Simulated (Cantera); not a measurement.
Charge: 1 mol Nb₂O₅, 400 mol H₂, 0.25 mol H₂O, equilibrated at 0.00250 bar.

Cantera equilibrium calculation (NASA polynomials, part measured and part estimated; ideal gas, pure solids and liquids). Candidate condensed phases: H₂O, Nb, NbO, NbO₂, Nb₂O₅; 12 gas species. Mutual solubility and eutectic melting of coexisting phases are not modelled. NbO: taken at fixed stoichiometry. Condensed phases not in the tables: the oxides between NbO₂ and Nb₂O₅. Equilibrium is a limit: real reactors are often held back by kinetics, nucleation or transport.

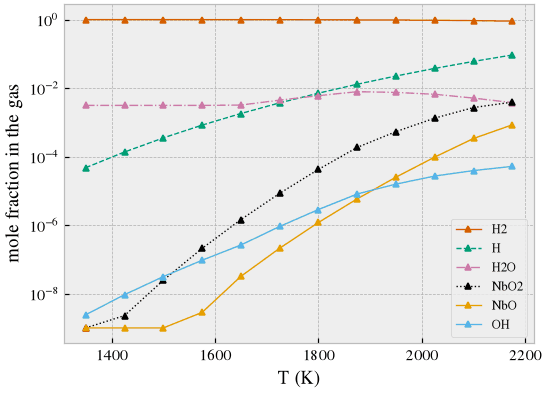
Fig. 1. Equilibrium gas composition (values under 1e-9 drawn at 1e-9)

From 1350 K to 1575 K the condensed part is NbO₂(s). From 1650 K to 1875 K the condensed part is NbO(s) + NbO₂(s). From 1950 K to 2100 K the condensed part is NbO(s). At 2175 K nothing is condensed.
